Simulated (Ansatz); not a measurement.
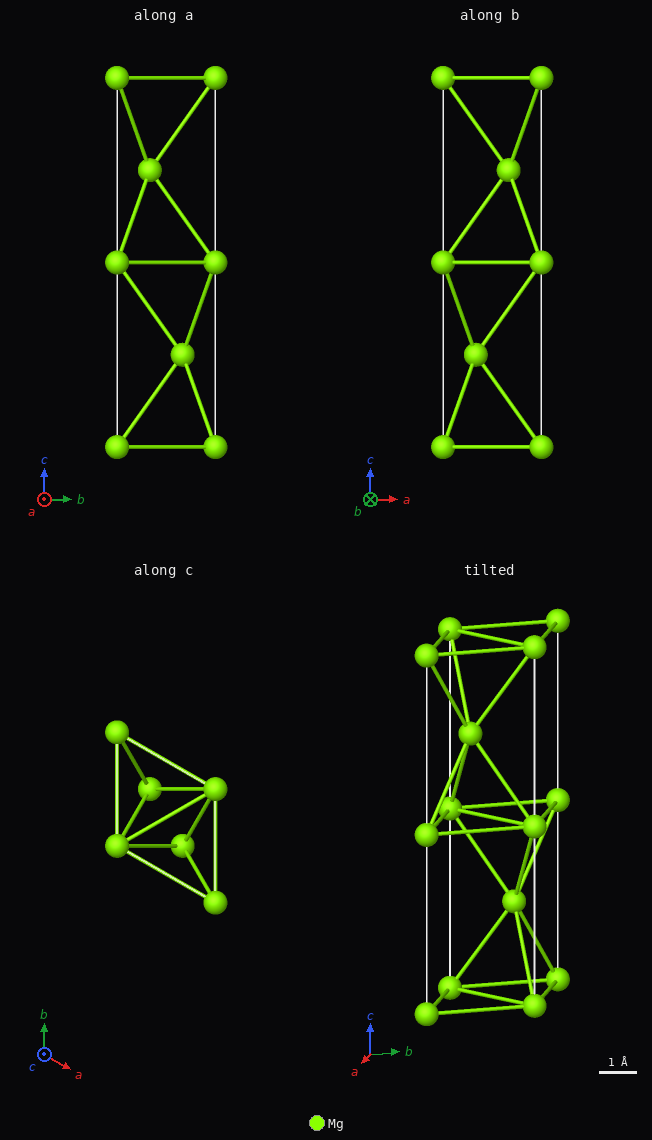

The figure gives a ball-and-stick picture of the atoms, viewed along the a axis, along the b axis, along the c axis and slightly off an axis. One conventional unit cell is framed, with atoms on its boundary repeated.

Lattice parameters: a = 3.0914 Å, b = 3.0914 Å, c = 10.0539 Å, α = 90.000°, β = 90.000°, γ = 120.000°.

> Give the structure in the form of a CIF with its space group and independent sites.

```cif
data_structure
_symmetry_space_group_name_H-M 'P 63/m m c'
_symmetry_Int_Tables_number 194
_cell_length_a 3.0914
_cell_length_b 3.0914
_cell_length_c 10.0539
_cell_angle_alpha 90.000
_cell_angle_beta 90.000
_cell_angle_gamma 120.000
_cell_volume 83.21
loop_
_atom_site_label
_atom_site_type_symbol
_atom_site_symmetry_multiplicity
_atom_site_Wyckoff_symbol
_atom_site_fract_x
_atom_site_fract_y
_atom_site_fract_z
_atom_site_occupancy
Mg1 Mg 2 a 0.0000 0.0000 0.0000 1
Mg2 Mg 2 c 0.3333 0.6667 0.2500 1
```

The structure comes from a structure type filled with this element by a generator (whether the element takes this form wasn't checked). Earlier steps of the study may have refined or changed the cell and positions. It was the input of a calculation with Ansatz.
